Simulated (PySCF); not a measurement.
NMR shielding calculation of C2H9BN2

C2H9BN2, SMILES CNBNC, computed with GIAO PBE0/def2-TZVP NMR shielding, non-relativistic, gas phase (PySCF 2.14.0).

The geometry comes from this level: PBE0-D3(BJ)/def2-SVP. Figures and captions count atoms from 1; the log counts them from 0 in places.

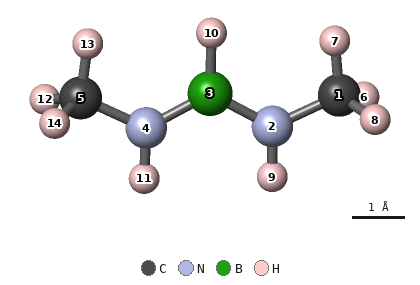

*The structure (ball-and-stick view, seen at a tilt; atoms are numbered from 1 in the order of the input).*

Input file:
```
{"job": {"kind": "nmr", "xc": "PBE0", "basis": "def2-TZVP", "pop": true}, "charge": 0, "multiplicity": 1}
C     -2.323461    -0.398525     0.968779
N     -1.245592    -0.472393     0.022199
B      0.033396     0.110304     0.170528
N      1.039650     0.010253    -0.817027
C      2.369678     0.546300    -0.730416
H     -2.645706    -1.393661     1.326690
H     -1.996296     0.174481     1.847764
H     -3.217099     0.108900     0.560581
H     -1.465051    -0.997623    -0.816159
H      0.279088     0.721825     1.190146
H      0.849173    -0.488721    -1.678259
H      3.149326    -0.237827    -0.748882
H      2.479640     1.093197     0.216524
H      2.597022     1.254806    -1.547865
```

The first line tells a small driver script what to run in PySCF; the rest is the geometry in Å.

Hardware: 1 CPU thread, shared host.

Run as:
```bash
OMP_NUM_THREADS=1 python <driver script> task.json out
```

What the program printed:
```
coarse grid: 10968 points
cycle   1  E = -215.8300479826  dE =  3.418e-01  |g| = 4.415e-01  |ddm| = 2.471e+00
cycle   2  E = -215.8160060676  dE =  1.404e-02  |g| = 5.261e-01  |ddm| = 7.751e-01
cycle   3  E = -215.8787754212  dE = -6.277e-02  |g| = 5.582e-02  |ddm| = 4.280e-01
cycle   4  E = -215.8793119925  dE = -5.366e-04  |g| = 2.425e-02  |ddm| = 4.704e-02
cycle   5  E = -215.8794437210  dE = -1.317e-04  |g| = 2.665e-03  |ddm| = 1.512e-02
cycle   6  E = -215.8794451161  dE = -1.395e-06  |g| = 8.310e-04  |ddm| = 1.993e-03
final grid: 103960 points
cycle   7  E = -215.8656074697  dE = -5.971e-05  |g| = 8.904e-03  |ddm| = 6.195e-02
cycle   8  E = -215.8655991969  dE =  8.273e-06  |g| = 1.080e-02  |ddm| = 1.292e-02
cycle   9  E = -215.8656253157  dE = -2.612e-05  |g| = 8.657e-04  |ddm| = 6.776e-03
cycle  10  E = -215.8656254601  dE = -1.443e-07  |g| = 2.628e-04  |ddm| = 5.783e-04
cycle  11  E = -215.8656254737  dE = -1.367e-08  |g| = 5.243e-05  |ddm| = 1.509e-04
cycle  12  E = -215.8656254743  dE = -5.884e-10  |g| = 1.703e-05  |ddm| = 4.980e-05
```

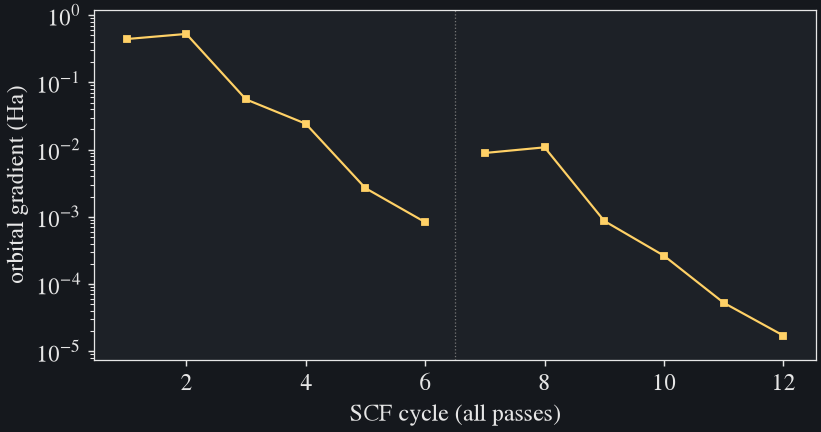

*Convergence of the self-consistent field: orbital gradient against the SCF cycle. The dotted line marks the change from a coarse to the final integration grid.*

The first 6 cycles use a coarse grid, the final grid takes over at cycle 7, and the field converges after 12 cycles in all.

```
converged SCF energy = -215.8656254743

GIAO shielding tensors (ppm)
atom      isotropic    diamagn.    paramagn.     s11        s22        s33       span
  0 C      152.444     240.512     -88.068    131.765    137.495    188.072     56.307
  1 N      192.867     314.190    -121.323    127.886    209.526    241.189    113.304
  2 B       77.019     199.932    -122.912     48.919     84.425     97.714     48.795
  3 N      192.796     314.179    -121.383    127.787    209.510    241.092    113.305
  4 C      152.464     240.542     -88.078    131.740    137.605    188.045     56.305
  5 H       28.807      27.841       0.966     24.194     26.932     35.296     11.102
  6 H       28.663      28.615       0.048     25.285     27.765     32.940      7.656
  7 H       28.803      27.837       0.966     24.170     26.936     35.304     11.134
  8 H       30.047      32.987      -2.940     22.997     31.197     35.946     12.948
  9 H       27.149      32.891      -5.742     25.540     26.625     29.281      3.741
 10 H       30.049      32.993      -2.944     22.991     31.215     35.942     12.951
 11 H       28.797      27.874       0.923     24.150     26.931     35.309     11.159
 12 H       28.666      28.630       0.035     25.289     27.759     32.948      7.659
 13 H       28.812      27.833       0.979     24.209     26.941     35.286     11.077
```

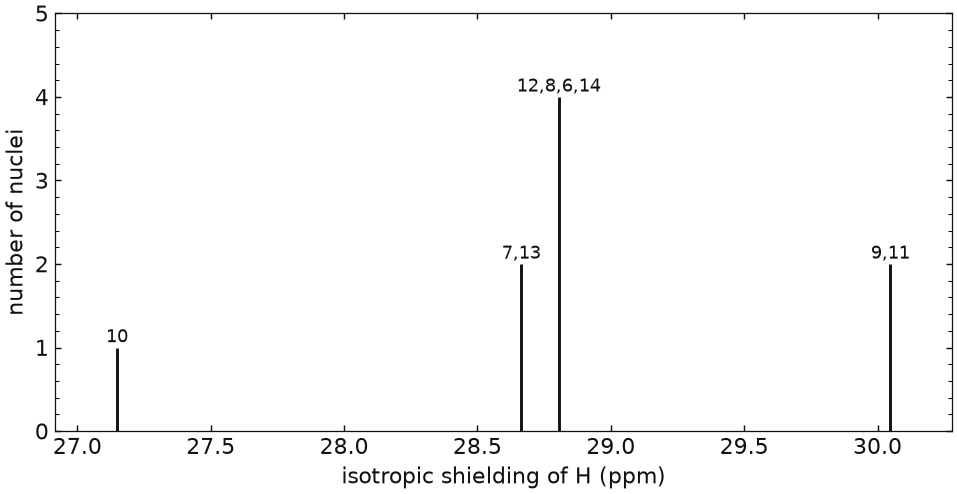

*Isotropic shieldings of the hydrogen nuclei in this fixed geometry, labelled by atom number; shielding grows to the right, so chemical shift grows to the left.*

The least shielded is H10 (27.1 ppm), the most shielded H11 (30.0 ppm).

Summary:

| quantity | value |
| --- | --- |
| outcome | converged |
| total energy | −215.865625 hartree |
| HOMO | −6.15 eV |
| LUMO | 1.09 eV |
| dipole moment | 1.49 D |
| isotropic shielding, C | 152.4 ppm |
| isotropic shielding, N | 192.8 to 192.9 ppm |
| isotropic shielding, B | 77.0 ppm |
| isotropic shielding, H | 27.1 to 30.0 ppm |
| wall time | 22 s |
| peak memory | 0.94 GiB |
